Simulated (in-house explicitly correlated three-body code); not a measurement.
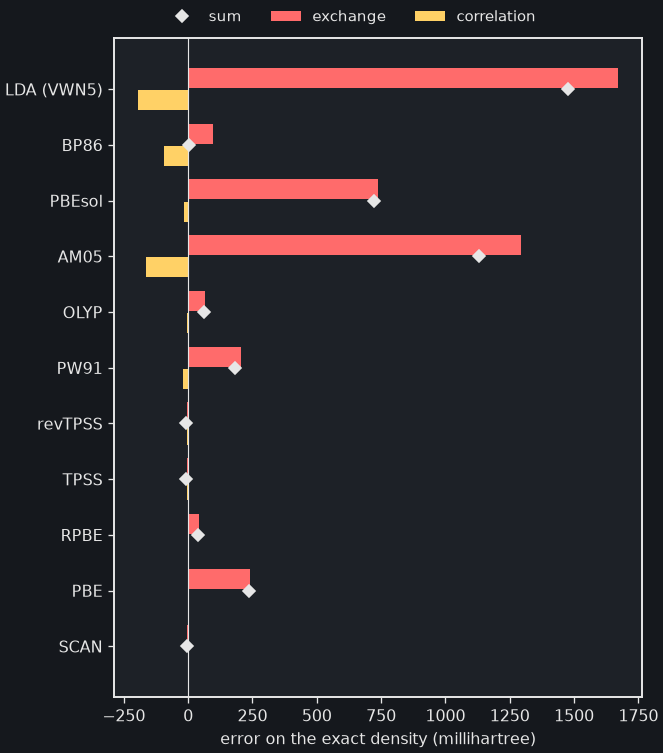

Two electrons around a point charge Z = 19.185. Computed variationally in 260 exponentially correlated functions with an in-house code, non-relativistic, converged to about 10⁻⁸ of the energy. The exact exchange and correlation energies are −11770 and −46.13 millihartree. The plot shows the errors of AM05, BP86, LDA (VWN5), OLYP, PBE, PBEsol, PW91, RPBE, SCAN, TPSS and revTPSS, evaluated on the exact density.

Which functional is best in the sum, and where do errors cancel?

By the size of the summed error (millihartree): SCAN −2.8, BP86 +3.5, TPSS −6.6, revTPSS −7.8, RPBE +39, OLYP +63, PW91 +182, PBE +237, PBEsol +723, AM05 +1130, LDA (VWN5) +1480. Errors of exchange and correlation cancel by a quarter or more for SCAN (−3.9 and +1.1) and BP86 (+96 and −92).
